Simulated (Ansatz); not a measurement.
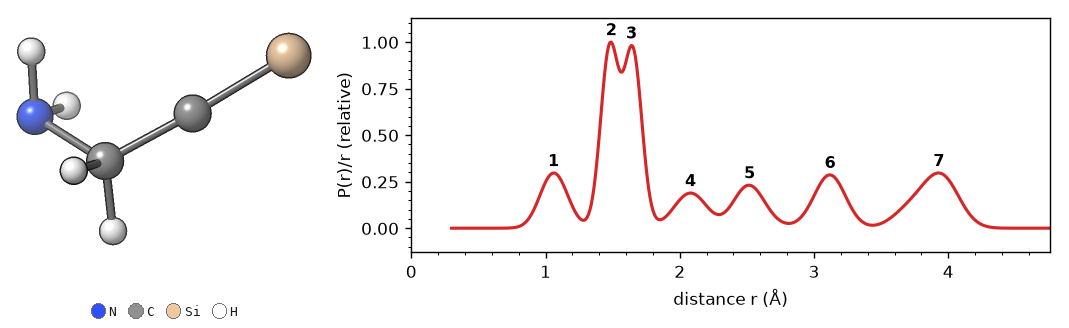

Simulated gas electron diffraction: radial distribution curve of C2H4NSi (charge -1, ignored in the scattering factors). Each pair of atoms contributes with weight ZᵢZⱼ/r; damping constant 0.001 Å²; vibrational amplitudes assumed, not computed: 0.05 Å for bonds, 0.078 Å for bonds to H, 0.06 + 0.015 r up to 0.15 Å for other pairs. The geometry is the end point of an optimisation (Ansatz 0.2.0, RKS PBE0/def2-SVP); it may be a saddle point or a higher isomer.

Assign the numbered peaks of the radial distribution curve (– bonded, ··· not bonded).

Answer. Peak 1, 1.06 Å: N–H 1.02 Å (×2), C–H 1.11 Å (×2), not resolved
Peak 2, 1.49 Å: C–C 1.47 Å, N–C 1.49 Å
Peak 3, 1.64 Å: Si–C 1.65 Å
Peak 4, 2.08 Å: C···H 2.00–2.15 Å (×4), N···H 2.09 Å (×2), not resolved
Peak 5, 2.52 Å: N···C 2.50 Å, C···H 2.61 Å (×2), not resolved
Peak 6, 3.12 Å: Si···C 3.12 Å
Peak 7, 3.93 Å: Si···H 3.69–3.84 Å (×4), Si···N 3.96 Å, not resolved
